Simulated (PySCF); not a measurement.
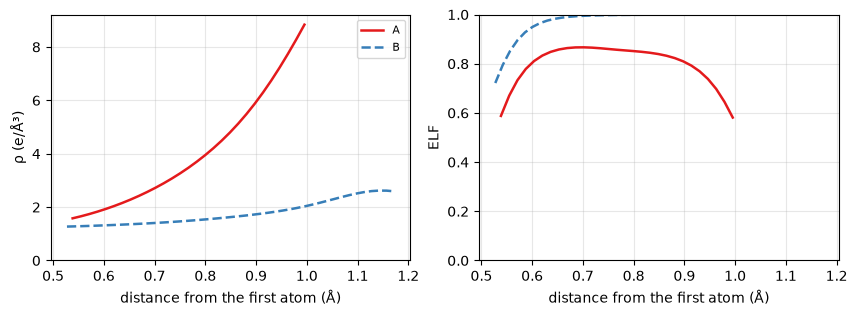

Figure. BFH2 (SMILES BF). Total electron density and ELF along straight lines between neighbouring atoms. The curves leave out the atomic cores.

Geometry: GFN2-xTB.

Theory: wB97X-D/def2-SVPD, SCF density, gas phase in PySCF.

### Which curve belongs to which contact (B–F and B–H)? The first atom named is at distance zero.

Curve A: B–F (1.31 Å): ρ at the midpoint is about 2.3 e/Å³; the ELF peaks at about 0.85 between the atoms: a shared but strongly polarised pair. Curve B: B–H (1.17 Å): the density is about 1.3 e/Å³ at the midpoint; the ELF climbs to about 1 towards the hydrogen, as it does in any bond to H (a covalent bond by its length).
